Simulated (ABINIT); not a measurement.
# MgS (F-43m): G0W0 in ABINIT against the exchange cutoff

How does the gap of MgS (F-43m) converge in the exchange cutoff?

Method: LDA and many-body steps on it, plane waves, in ABINIT 10.8.3.

**1. Starting point**

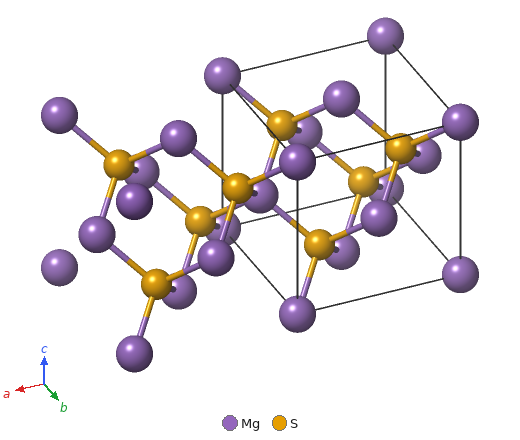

The starting structure, seen from a free direction (magnesium purple, sulfur orange). 2×1×1 cells are drawn. This picture shows the conventional cell, with its axes. Bonds to atoms that aren't drawn are left out. Some periodic images of atoms are drawn too.

The cell and positions are those that the Materials Project relaxed with its own functionals (PBE, PBE+U or r2SCAN), kept fixed. This is not the form that MgS usually takes at ambient conditions.

**2. Screening, 4×4×4 mesh, 26 bands, screening to 106.1 eV**

This step: ABINIT 10.8.3; RPA screening on LDA, plane waves, norm-conserving pseudopotentials.

The RPA dielectric matrix is built and inverted for each q.

run.abi

```
acell 3*1.0 Angstrom
rprim 
  -0.000000000000 2.833120046800 2.833120046800
  2.833120046800 -0.000000000000 2.833120046800
  2.833120046800 2.833120046800 -0.000000000000
ntypat 2
znucl 12 16
natom 2
typat 1 2
xred 
  0.000000000000 0.000000000000 0.000000000000
  0.750000000000 0.750000000000 0.750000000000
pp_dirpath "pseudos"
pseudos "Mg.upf, S.upf"
ecut 38
ngkpt 4 4 4
nshiftk 1
shiftk 0 0 0
kptopt 1
chksymbreak 0
istwfk *1
occopt 1
irdwfk 1
optdriver 3
nband 26
ecuteps 3.9
inclvkb 2
awtr 1
symchi 1
indata_prefix "in"
outdata_prefix "out"
tmpdata_prefix "tmp"
```

On the command line:

```
$ OMP_NUM_THREADS=1 mpirun -n 4 abinit run.abi > log
```

What it wrote:

```text
.Version 10.8.3 of ABINIT. v10.8.2 released Aug 2026.

 Symmetries : space group F-4 3 m (#216); Bravais cF (face-center cubic)
[... echo of the input left out ...]
== DATASET  1 ==================================================================
-   mpi_nproc: 4, omp_nthreads: 1 (-1 if OMP is not activated)

--- !DatasetInfo
iteration_state: {dtset: 1, }
dimensions: {natom: 2, nkpt: 8, mband: 26, nsppol: 1, nspinor: 1, nspden: 1, mpw: 3479, }
cutoff_energies: {ecut:  38.0, pawecutdg:  -1.0, }
electrons: {nelect:   1.60000000E+01, charge:   0.00000000E+00, occopt:   1.00000000E+00, tsmear:   1.00000000E-02, }

 SCREENING: Calculation of the susceptibility and dielectric matrices

 Based on a program developped by R.W. Godby, V. Olevano, G. Onida, and L. Reining.
 Incorporated in ABINIT by V. Olevano, G.-M. Rignanese, and M. Torrent.
.Using double precision arithmetic ; gwpc =  8

[... cell and pseudopotentials left out ...]
--------------------------------------------------------------------------------

 ==== K-mesh for the wavefunctions ====
 Number of points in the irreducible wedge :     8
[... list of points left out ...]
 Together with 24 symmetry operations and time-reversal symmetry
 yields    64 points in the full Brillouin Zone.

 ==== Q-mesh for the screening function ====
 Number of points in the irreducible wedge :     8
[... list of points left out ...]
 Together with 24 symmetry operations and time-reversal symmetry
 yields    64 points in the full Brillouin Zone.

 setmesh: FFT mesh size selected  =    27x   27x   27
          total number of points  =        19683

 vcoul_init : cutoff-mode = AUXILIARY_FUNCTION
 q-points for optical limit:   1
     1)      0.000010    0.000020    0.000030

- screening: taking advantage of time-reversal symmetry
- Maximum band index for partially occupied states nbvw = 8
- Remaining bands to be divided among processors   nbcw = 18
- Number of bands treated by each node ~4

 Number of electrons calculated from density =   16.0000; Expected =   16.0000
 average of density, n =  0.052131
 r_s =    1.6606
 omega_plasma =   22.0244 [eV]

 calculating chi0 at frequencies [eV] :
  1    0.000000E+00    0.000000E+00
  2    0.000000E+00    2.202444E+01

--------------------------------------------------------------------------------
  q-point number  1        q = ( 0.000000, 0.000000, 0.000000) [r.l.u.]
--------------------------------------------------------------------------------
[... chi0 elements left out ...]
 For q-point:  0.000010 0.000020 0.000030
  dielectric constant =   4.3850
  dielectric constant without local fields =   5.1683

  Average fulfillment of the sum rule on Im[epsilon] for q-point    1 :     27.18  [%]
[... wings left out ...]
  q-point number  2        q = ( 0.250000, 0.000000, 0.000000) [r.l.u.]
--------------------------------------------------------------------------------
[... chi0 elements left out ...]
  Average fulfillment of the sum rule on Im[epsilon] for q-point    2 :     43.24  [%]

 [... 6 further q-points ...]
```

The job ended after 3.6 s (4 MPI ranks of Arm Neoverse V2, shared host; peak memory 0.46 GiB).

Numbers from this step:

```
ε∞ with local fields, on this mesh, along the program's q direction : 4.385
the same without local fields                                       : 5.168
plasma frequency                                                    : 22.02 eV
plane waves in the screening matrix                                 : 113
```

Local fields lower ε∞ by 15 %. On a Γ-centred mesh this coarse the value itself is usually too large, while a short band sum pulls it down.

**3. 3.8 Ha**

This step: G0W0 on LDA, plane waves, norm-conserving pseudopotentials.

Changes to run.abi since step 2:

```diff
@@ -23,8 +23,15 @@
 irdwfk 1
-optdriver 3
+optdriver 4
 nband 26
+gwcalctyp 0
+ecutsigx 3.8
+symsigma 1
+nkptgw 1
+kptgw 
+  0.0000000000 0.0000000000 0.0000000000
+bdgw 
+  6 12
 ecuteps 3.9
-inclvkb 2
-awtr 1
-symchi 1
+irdscr 1
+ppmodel 1
 indata_prefix "in"
```

What it wrote:

```text
.Version 10.8.3 of ABINIT. v10.8.2 released Aug 2026.

 Symmetries : space group F-4 3 m (#216); Bravais cF (face-center cubic)
[... echo of the input left out ...]
== DATASET  1 ==================================================================
-   mpi_nproc: 4, omp_nthreads: 1 (-1 if OMP is not activated)

--- !DatasetInfo
iteration_state: {dtset: 1, }
dimensions: {natom: 2, nkpt: 8, mband: 26, nsppol: 1, nspinor: 1, nspden: 1, mpw: 3479, }
cutoff_energies: {ecut:  38.0, pawecutdg:  -1.0, }
electrons: {nelect:   1.60000000E+01, charge:   0.00000000E+00, occopt:   1.00000000E+00, tsmear:   1.00000000E-02, }

 SIGMA: Calculation of the GW corrections

 Based on a program developped by R.W. Godby, V. Olevano, G. Onida, and L. Reining.
 Incorporated in ABINIT by V. Olevano, G.-M. Rignanese, and M. Torrent.
.Using double precision arithmetic ; gwpc =  8

[... cell and pseudopotentials left out ...]
--------------------------------------------------------------------------------

 ==== K-mesh for the wavefunctions ====
 Number of points in the irreducible wedge :     8
[... list of points left out ...]
 Together with 24 symmetry operations and time-reversal symmetry
 yields    64 points in the full Brillouin Zone.

 ==== Q-mesh for screening function ====
 Number of points in the irreducible wedge :     8
[... list of points left out ...]
 Together with 24 symmetry operations and time-reversal symmetry
 yields    64 points in the full Brillouin Zone.

 vcoul_init : cutoff-mode = AUXILIARY_FUNCTION
 q-points for optical limit:   1
     1)      0.000010    0.000020    0.000030
 setmesh: FFT mesh size selected  =    27x   27x   27
          total number of points  =        19683

 Number of electrons calculated from density =   16.0000; Expected =   16.0000
 average of density, n =  0.052131
 r_s =    1.6606
 omega_plasma =   22.0244 [eV]

 === KS Band Gaps ===
  >>>> For spin  1
   Minimum direct gap =   3.1654 [eV], located at k-point      :   0.0000  0.0000  0.0000
   Fundamental gap    =   3.1654 [eV], Top of valence bands at :   0.0000  0.0000  0.0000
                                       Bottom of conduction at :   0.0000  0.0000  0.0000
 SIGMA fundamental parameters:
 PLASMON POLE MODEL  1
 number of plane-waves for SigmaX                  113
 number of plane-waves for SigmaC and W            113
 number of plane-waves for wavefunctions          3479
 number of bands                                    26
 number of independent spin polarizations            1
 number of spinorial components                      1
 number of k-points in IBZ                           8
 number of q-points in IBZ                           8
 number of symmetry operations                      24
 number of k-points in BZ                           64
 number of q-points in BZ                           64
 number of frequencies for dSigma/dE                 9
 frequency step for dSigma/dE [eV]                0.25
 number of omega for Sigma on real axis              0
 max omega for Sigma on real axis  [eV]           0.00
 zcut for avoiding poles [eV]                     0.10

 EPSILON^-1 parameters (SCR file):
 dimension of the eps^-1 matrix on file            113
 dimension of the eps^-1 matrix used               113
 number of plane-waves for wavefunctions          3479
 number of bands                                    26
 number of q-points in IBZ                           8
 number of frequencies                               2
 number of real frequencies                          1
 number of imag frequencies                          1

 matrix elements of self-energy operator (all in [eV])

 Perturbative Calculation

--- !SelfEnergy_ee
iteration_state: {dtset: 1, }
kpoint     : [   0.000,    0.000,    0.000, ]
spin       : 1
KS_gap     :    3.165
QP_gap     :    5.094
Delta_QP_KS:    1.929
data: !SigmaeeData |
     Band     E0 <VxcDFT>   SigX SigC(E0)      Z dSigC/dE  Sig(E)    E-E0       E
        6   1.305 -12.870 -16.030   2.528   0.782  -0.278 -13.364  -0.494   0.810
        7   1.305 -12.870 -16.030   2.528   0.782  -0.278 -13.364  -0.494   0.810
        8   1.305 -12.870 -16.030   2.528   0.782  -0.278 -13.364  -0.494   0.810
        9   4.470  -9.360  -4.639  -2.970   0.820  -0.220  -7.925   1.435   5.905
       10   9.041 -10.175  -4.211  -3.249   0.815  -0.227  -7.964   2.211  11.252
       11   9.041 -10.175  -4.211  -3.249   0.815  -0.227  -7.964   2.211  11.252
       12   9.041 -10.175  -4.211  -3.249   0.815  -0.227  -7.964   2.211  11.252

== END DATASET(S) ==============================================================
================================================================================

 -outvars: echo values of variables after computation  --------
           etotal      0.0000000000E+00
            nband          26
             nkpt           8
          spgroup         216
 [... the other variables as echoed above ...]

 Calculation completed.
```

Elapsed: 2 s, on 4 MPI ranks; peak memory 0.11 GiB; 7.6 s of CPU time.

Numbers from this step:

```yaml
g0w0_gap_on_the_points_computed: 5.095 eV
starting_gap_on_the_mesh: 3.165 eV
k_of_the_valence_top: 0, 0, 0
k_of_the_conduction_bottom: 0, 0, 0
z_at_the_valence_top: 0.782
z_at_the_conduction_bottom: 0.82
least_direct_g0w0_gap_on_the_computed_points: 5.095 eV
```

**4. 7.6 Ha**

Changes to run.abi since step 3:

```diff
@@ -26,3 +26,3 @@
 gwcalctyp 0
-ecutsigx 3.8
+ecutsigx 7.6
 symsigma 1
```

What it wrote:

```text
.Version 10.8.3 of ABINIT. v10.8.2 released Aug 2026.

 Symmetries : space group F-4 3 m (#216); Bravais cF (face-center cubic)
[... echo of the input left out ...]
== DATASET  1 ==================================================================
-   mpi_nproc: 4, omp_nthreads: 1 (-1 if OMP is not activated)

--- !DatasetInfo
iteration_state: {dtset: 1, }
dimensions: {natom: 2, nkpt: 8, mband: 26, nsppol: 1, nspinor: 1, nspden: 1, mpw: 3479, }
cutoff_energies: {ecut:  38.0, pawecutdg:  -1.0, }
electrons: {nelect:   1.60000000E+01, charge:   0.00000000E+00, occopt:   1.00000000E+00, tsmear:   1.00000000E-02, }

 SIGMA: Calculation of the GW corrections

 Based on a program developped by R.W. Godby, V. Olevano, G. Onida, and L. Reining.
 Incorporated in ABINIT by V. Olevano, G.-M. Rignanese, and M. Torrent.
.Using double precision arithmetic ; gwpc =  8

[... cell and pseudopotentials left out ...]
--------------------------------------------------------------------------------

 ==== K-mesh for the wavefunctions ====
 Number of points in the irreducible wedge :     8
[... list of points left out ...]
 Together with 24 symmetry operations and time-reversal symmetry
 yields    64 points in the full Brillouin Zone.

 ==== Q-mesh for screening function ====
 Number of points in the irreducible wedge :     8
[... list of points left out ...]
 Together with 24 symmetry operations and time-reversal symmetry
 yields    64 points in the full Brillouin Zone.

 vcoul_init : cutoff-mode = AUXILIARY_FUNCTION
 q-points for optical limit:   1
     1)      0.000010    0.000020    0.000030
 setmesh: FFT mesh size selected  =    32x   32x   32
          total number of points  =        32768

 Number of electrons calculated from density =   16.0000; Expected =   16.0000
[...]
number of q-points in BZ                           64
 number of frequencies for dSigma/dE                 9
 frequency step for dSigma/dE [eV]                0.25
 number of omega for Sigma on real axis              0
 max omega for Sigma on real axis  [eV]           0.00
 zcut for avoiding poles [eV]                     0.10

 EPSILON^-1 parameters (SCR file):
 dimension of the eps^-1 matrix on file            113
 dimension of the eps^-1 matrix used               113
 number of plane-waves for wavefunctions          3479
 number of bands                                    26
 number of q-points in IBZ                           8
 number of frequencies                               2
 number of real frequencies                          1
 number of imag frequencies                          1

 matrix elements of self-energy operator (all in [eV])

 Perturbative Calculation

--- !SelfEnergy_ee
iteration_state: {dtset: 1, }
kpoint     : [   0.000,    0.000,    0.000, ]
spin       : 1
KS_gap     :    3.165
QP_gap     :    5.031
Delta_QP_KS:    1.866
data: !SigmaeeData |
     Band     E0 <VxcDFT>   SigX SigC(E0)      Z dSigC/dE  Sig(E)    E-E0       E
        6   1.305 -12.870 -16.192   2.528   0.782  -0.278 -13.491  -0.621   0.684
        7   1.305 -12.870 -16.192   2.528   0.782  -0.278 -13.491  -0.621   0.684
        8   1.305 -12.870 -16.192   2.528   0.782  -0.278 -13.491  -0.621   0.684
        9   4.470  -9.360  -4.871  -2.970   0.820  -0.220  -8.115   1.245   5.715
       10   9.041 -10.175  -4.504  -3.249   0.815  -0.227  -8.202   1.973  11.014
       11   9.041 -10.175  -4.504  -3.249   0.815  -0.227  -8.202   1.973  11.014
       12   9.041 -10.175  -4.504  -3.249   0.815  -0.227  -8.202   1.973  11.014

== END DATASET(S) ==============================================================
================================================================================

 -outvars: echo values of variables after computation  --------
           etotal      0.0000000000E+00
            nband          26
             nkpt           8
          spgroup         216
 [... the other variables as echoed above ...]

 Calculation completed.
```

Wall time 2 s (4 MPI ranks); peak memory 0.11 GiB.

Numbers from this step:

- G0W0 gap on the points computed: 5.031 eV
- starting gap on the mesh: 3.165 eV
- k of the valence top: 0, 0, 0
- k of the conduction bottom: 0, 0, 0
- Z at the valence top: 0.782
- Z at the conduction bottom: 0.82
- least direct G0W0 gap on the computed points: 5.031 eV

[end of part 1 of 2]

[Paths, hosts, dates, memory and timing lines, banners, echoed tables and standing remarks are left out of the program output.]

[Logs are printed without paths, hosts, clocks, repeated set-up lines and the standing remarks that a program may print on its own settings, such as how far it seeks lower states.]

[Runs of the session that timed out or met a known fault of the program may be left out.]

[Hosts, paths, dates, database ids (printed as entryN), source tags and the programs' standing remarks are cut or masked in the printed files.]

[G0W0 gaps are taken among the corrected bands and points alone; a level outside them can change the order at an edge.]

[Where Ansatz stands beside ABINIT at settings called matched, ABINIT's density can come from a denser mesh and the files from another edition; pairs whose starting gaps differed by over 0.03 eV were left out, so agreement reads better than it is.]
